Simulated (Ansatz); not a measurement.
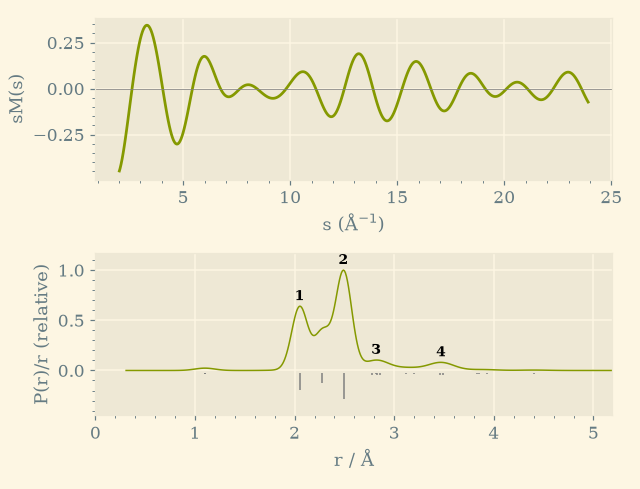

Simulated gas electron diffraction: reduced molecular intensity sM(s) from the Debye equation in the first Born approximation (top) and the radial distribution curve (bottom) of CH₃BiClF. Each pair of atoms contributes with weight ZᵢZⱼ/r (bars below the curve); damping constant 0.002 Å²; vibrational amplitudes assumed, not computed: 0.05 Å for bonds, 0.078 Å for bonds to H, 0.06 + 0.015 r up to 0.15 Å for other pairs. The geometry is the end point of an optimisation (Ansatz 0.2.0, RKS B3LYP-D4/def2-SVP); it may be a saddle point or a higher isomer. SMILES: [CH3][Bi]([F])[Cl].

Q: Which pairs of atoms lie under the numbered peaks? Mark bonded pairs by – and others by ···.

A: Peak 1, 2.05 Å: Bi–F 2.05 Å
Peak 2, 2.49 Å: Bi–Cl 2.49 Å; in its flanks Bi–C 2.28 Å
Peak 3, 2.82 Å: Bi···H 2.78–2.86 Å (×3), not resolved; in its flanks F···C 3.12 Å
Peak 4, 3.47 Å: Cl···F 3.46 Å, Cl···C 3.49 Å
